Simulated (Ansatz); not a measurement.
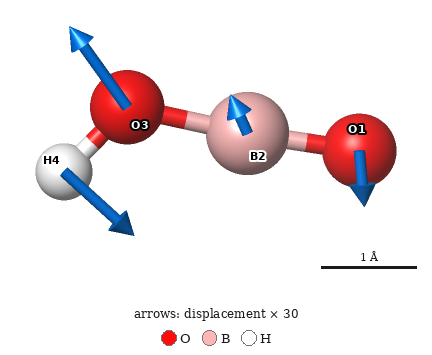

This is a relaxation of BHO2. The starting structure is drawn; blue arrows show the displacements, magnified 30 times. The two geometries are superimposed by the best rigid fit.

The picture is a ball-and-stick view, seen face on.

The start comes from GFN2-xTB.

The calculation used RKS PBE0-D4/def2-TZVP (Ansatz 0.2.0).

The input:
```yaml
crystal:
  periodic: [false, false, false]
  atoms:
    - {symbol: O, position_ang: [-1.547640, 0.519420, 0.446770]}
    - {symbol: B, position_ang: [-0.433620, 0.136340, 0.237340]}
    - {symbol: O, position_ang: [0.790000, -0.290750, 0.088210]}
    - {symbol: H, position_ang: [1.191260, -0.365010, -0.772320]}
basis:
  gaussian: {orbitals: def2-TZVP}
hamiltonian: {xc: pbe0, dispersion: d4}
relax: {f_tol: 0.005, max_steps: 150}
```

Q: Describe the change and its energy.

A: The atom that moves furthest after the best rigid fit is O3 (0.035 Å). By element the largest moves are O 0.035 Å, H 0.034 Å, B 0.015 Å. Near-neighbour distances that change, for instance: B2–O3 1.305 → 1.322 Å, O1–B2 1.197 → 1.210 Å, O3–H4 0.952 → 0.960 Å. Bond angles that change, for instance: B2–O3–H4 121.6° → 117.0°. Over 5 geometry steps the energy falls by 2.14 kJ/mol. The largest force component goes from 1.3 to 0.0019 eV/Å. The run took roughly 9 core-seconds on a shared host.
